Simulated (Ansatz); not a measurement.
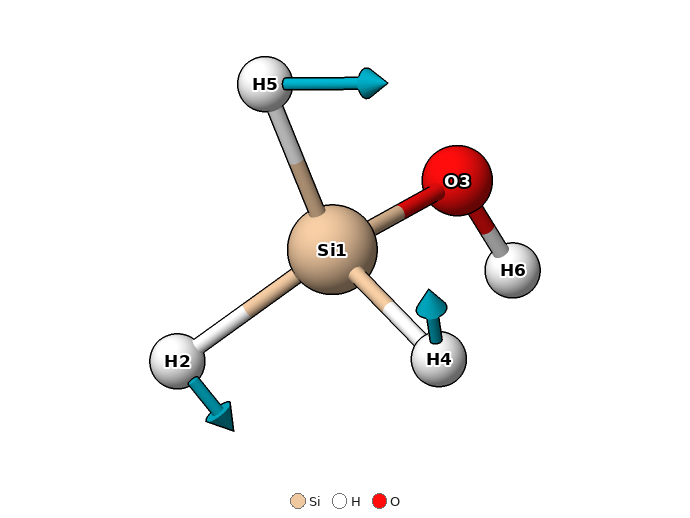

The arrows show one normal mode. Harmonic vibrations computed with RKS PBE0-D4/def2-TZVP (Ansatz 0.2.0) at a stationary point of the same level.

What kind of motion is it?

Mostly H–Si–H bending.

Estimate its harmonic wavenumber.

947 cm⁻¹; it is mode 6 of 12 counted from the lowest.
